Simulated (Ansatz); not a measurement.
## Electronic structure of Br₄Si in real space

```xyz
5

Br   -2.1506   -2.0135   -0.6715
Br    0.2058    0.7083   -0.4862
Br    1.2550   -2.6427    0.3294
Br   -0.9730   -0.8644    2.5359
Si   -0.4157   -1.2030    0.4268
```

Geometry: PBE0-D3(BJ)/pcseg-1.

All numbers below come from isolated molecule in a Gaussian basis; Kohn-Sham density functional theory, functional PBE0 (Ansatz 0.2.0).

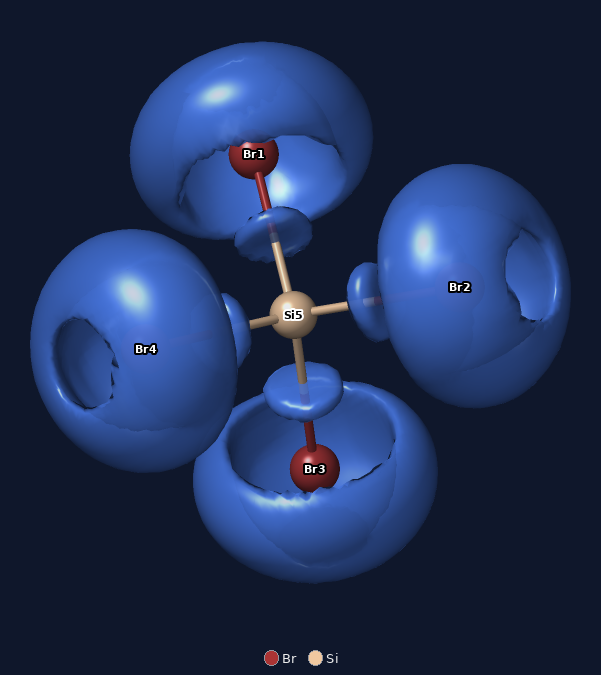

Figure 1. Isosurface of the electron localisation function at 0.8 (blue), seen across its widest extent. Core shells and regions of very low density are left out.

> Where are the electrons localised?

The surface consists of four regions between bonded Br–Si atoms (shared pairs) and four rings or bowls of non-bonding electrons around Br. Along the contacts the grid gives the following. Si–Br (2.21 Å): the ELF peaks at about 0.85 between the atoms: a polar covalent bond.

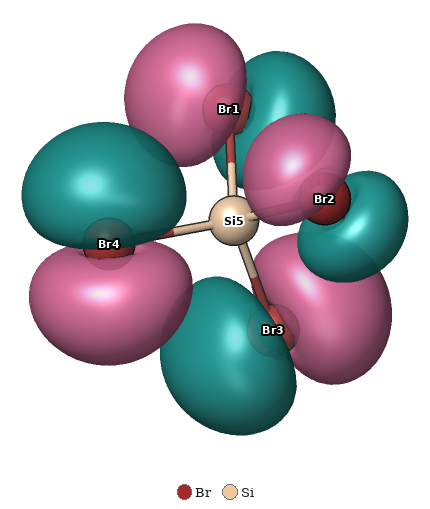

Figure 2. The HOMO at ±0.06 Å⁻³ᐟ² (teal and pink are the two phases), seen at a tilt.

> Where does this orbital lie, and at what energy?

Its weight (Hirshfeld) is mainly on Br4 (about 35 %), Br3 (about 35 %), Br1 (about 20 %) and Br2 (about 10 %); largely a combination of lone pairs on Br4, Br3, Br1 and Br2. It is one of a degenerate set, so its orientation is arbitrary. Its energy is −8.74 eV.

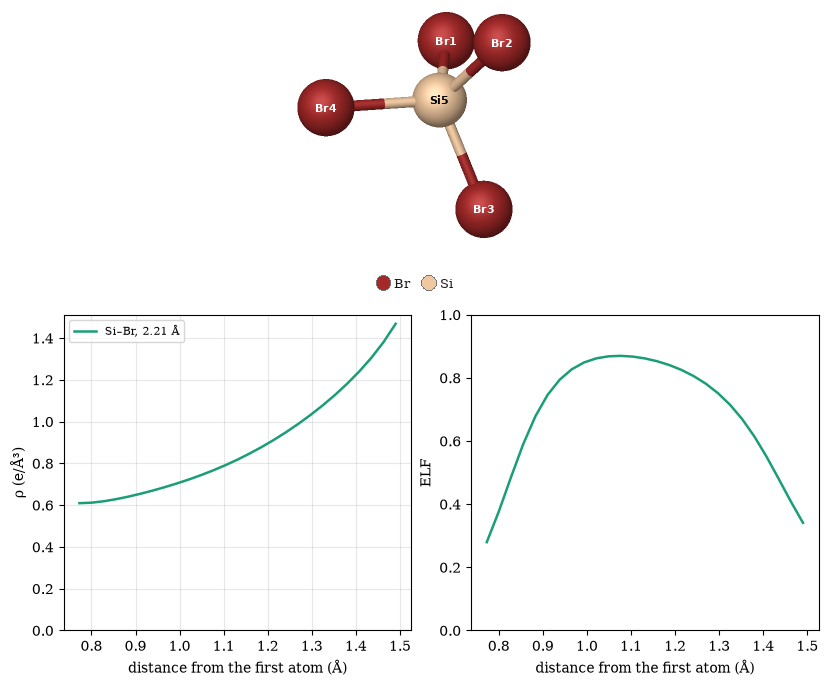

Figure 3. Electron density and ELF along straight lines between neighbouring atoms. The curves leave out the atomic cores. The structure is drawn too.

> What kind of bonding do the profiles show?

Si–Br (2.21 Å): ρ is about 0.79 e/Å³ halfway; the ELF peaks at about 0.85 between the atoms; a polar covalent bond.

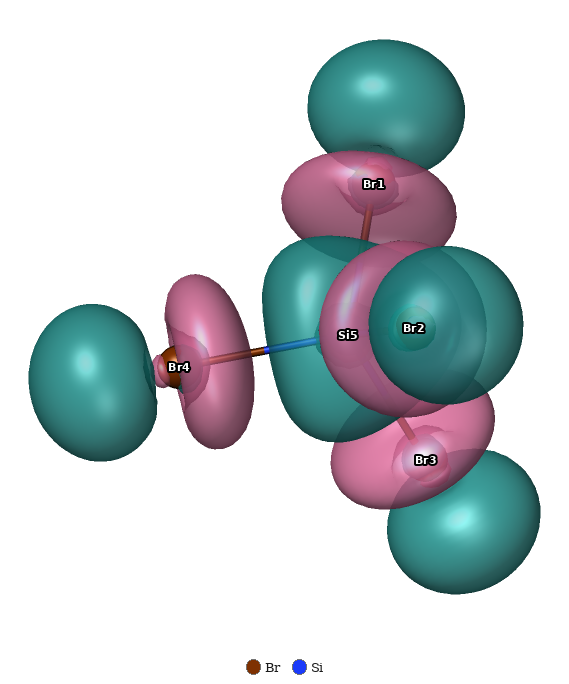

Figure 4. One frontier orbital at ±0.08 Å⁻³ᐟ² (teal and pink are the two phases), seen at an oblique angle.

> Which orbital is it: HOMO or LUMO?

The LUMO, at −2.01 eV. By Hirshfeld shares it lies mainly on Si5 (about 25 %), Br1 (about 20 %), Br3 (about 20 %), Br2 (about 20 %) and Br4 (about 20 %).
